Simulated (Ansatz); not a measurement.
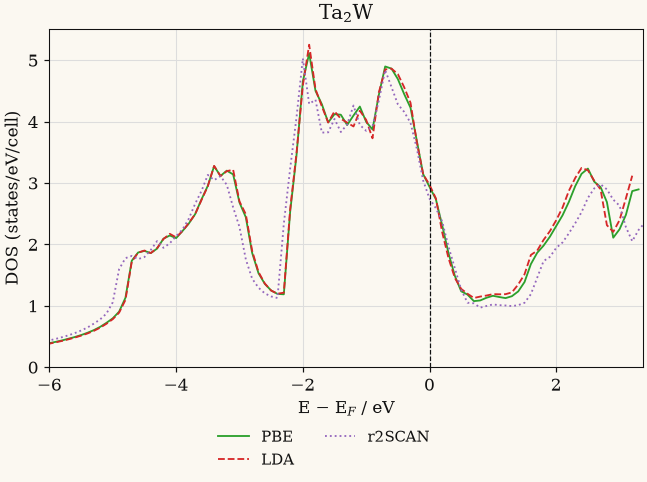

Total densities of states of Ta₂W, space group Fmmm (No. 69), 3 atoms in the cell, by three methods on the same cell. Each is counted from its own Fermi level.

How do the methods compare?

PBE gives a metal with about 3 states per eV and cell at the Fermi level, LDA gives a metal with about 2.9 states per eV and cell at the Fermi level and r2SCAN gives a metal with about 2.9 states per eV and cell at the Fermi level.

Settings. PBE: DFT PBE, scalar-relativistic, plane waves, PAW, no spin polarisation, 18×18×18 k mesh, 420 eV cutoff, Gaussian smearing of 0.1 eV (Ansatz 0.2.0). LDA: DFT LDA, scalar-relativistic, plane waves, PAW, no spin polarisation, 18×18×18 k mesh, 420 eV cutoff, Gaussian smearing of 0.1 eV (Ansatz 0.2.0). r2SCAN: DFT r2SCAN, scalar-relativistic, plane waves, PAW, no spin polarisation, 18×18×18 k mesh, 500 eV cutoff, Gaussian smearing of 0.1 eV (Ansatz 0.2.0).

The structure is an invented one, so it need not be a known or stable phase. Spin-orbit coupling is left out, which matters for W and Ta.
